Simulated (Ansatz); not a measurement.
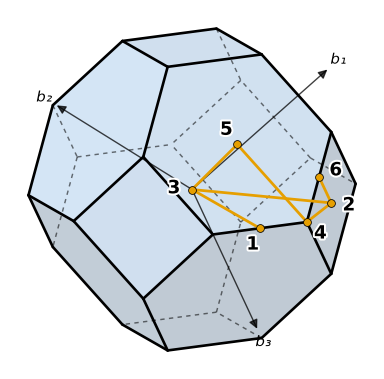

For Cu, the geometry relaxed with DFT, PBEsol, PAW with Ansatz's default frozen-core files, scalar-relativistic (Ansatz 0.2.0): the first Brillouin zone of a face-centred cubic lattice (cF; extended symbol cF2) is drawn with its special points numbered. All values are computed from the atomic coordinates in the standard setting (tolerance 0.002 Å).

a = 3.564 Å, b = 3.564 Å, c = 3.564 Å, α = 90.00°, β = 90.00°, γ = 90.00°.

Labels and path follow the convention of Hinuma et al. (2017), as computed by seekpath; the arrows show the directions of the reciprocal primitive vectors b₁, b₂, b₃, in which coordinates are given.

> Give the label and coordinates of each numbered point.

```json
{"no.": "1", "label": "K", "coordinates": "(3/8, 3/8, 3/4)"}
{"no.": "2", "label": "X", "coordinates": "(1/2, 0, 1/2)"}
{"no.": "3", "label": "Γ", "coordinates": "(0, 0, 0)"}
{"no.": "4", "label": "W", "coordinates": "(1/2, 1/4, 3/4)"}
{"no.": "5", "label": "L", "coordinates": "(1/2, 1/2, 1/2)"}
{"no.": "6", "label": "U", "coordinates": "(5/8, 1/4, 5/8)"}
```
